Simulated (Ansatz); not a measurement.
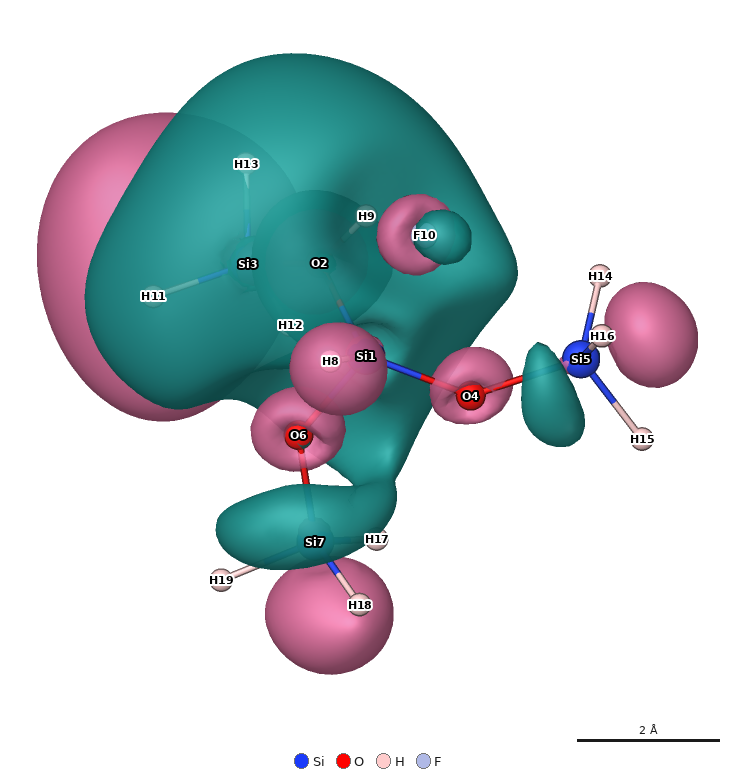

H11O3Si4···F. The LUMO at ±0.04 Å⁻³ᐟ² (teal and pink are the two phases), seen at a tilt.

A transition-state structure; geometry: PBE0-D4/def2-TZVP.

Method: RKS PBE0-D4/def2-TZVPP in Ansatz.

| atom | x (Å) | y (Å) | z (Å) |
| --- | --- | --- | --- |
| Si | -0.5697 | -0.5970 | 0.5233 |
| O | -1.5115 | 0.7732 | -0.0870 |
| Si | -1.7058 | 1.4074 | -1.6389 |
| O | 0.9158 | -0.2835 | 1.1076 |
| Si | 1.5457 | 0.3774 | 2.4814 |
| O | -0.1876 | -1.0655 | -1.0296 |
| Si | 1.1746 | -1.5771 | -1.7844 |
| H | -1.3382 | -1.7441 | 1.0151 |
| H | -1.7126 | 1.0154 | 0.9531 |
| F | -1.3340 | 0.3977 | 2.0249 |
| H | -2.4379 | 0.4269 | -2.4636 |
| H | -0.3769 | 1.7254 | -2.1990 |
| H | -2.5028 | 2.6378 | -1.4340 |
| H | 1.2513 | 1.8311 | 2.5426 |
| H | 3.0147 | 0.1838 | 2.3980 |
| H | 1.0272 | -0.2991 | 3.6943 |
| H | 2.1486 | -0.4644 | -1.9368 |
| H | 1.8180 | -2.6864 | -1.0338 |
| H | 0.7815 | -2.0588 | -3.1330 |

Question: What is the character of this orbital?

Answer: It lies mainly on Si3 (about 50 %), O2 (about 5 %), H13 (about 5 %), H11 (about 5 %) and H12 (about 5 %). Its energy is −0.52 eV.
